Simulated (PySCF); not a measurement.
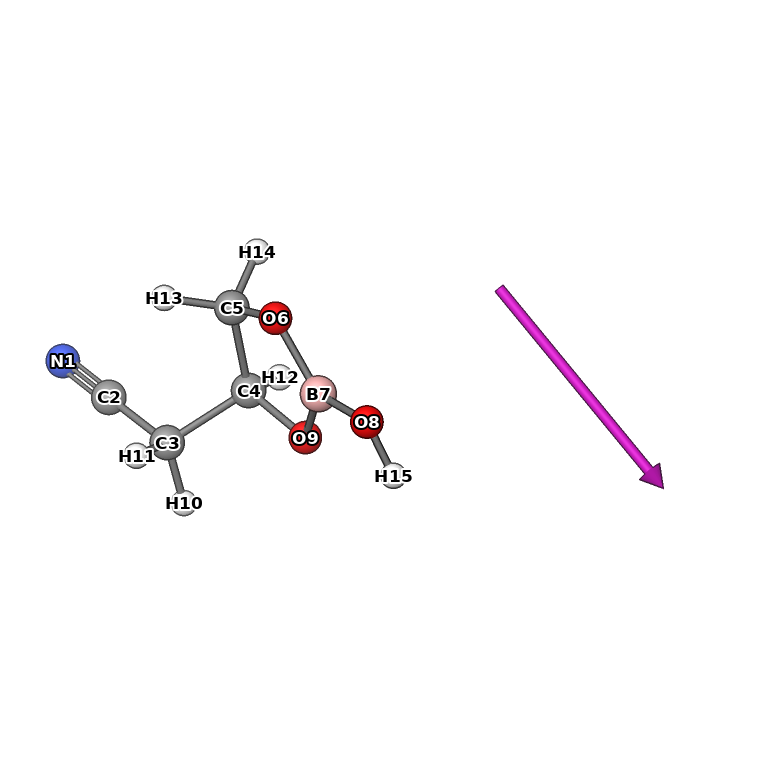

The arrow beside the molecule shows the direction of the dipole moment, from the negative to the positive end (its length means nothing). The geometry was computed by an optimisation with GFN2-xTB. No frequency run is at hand to confirm it as a minimum. Method: PBE0/pcSseg-1, gas phase (PySCF 2.14.0).

### Estimate the dipole moment.

3.07 D; it points from the side of N1 to the side of H15 (the outermost atoms at the two ends).

The geometry is semi-empirical. Around B such bond lengths and angles can be off by a tenth of an ångström or more and by several degrees, and values that hang on the shape move with them.
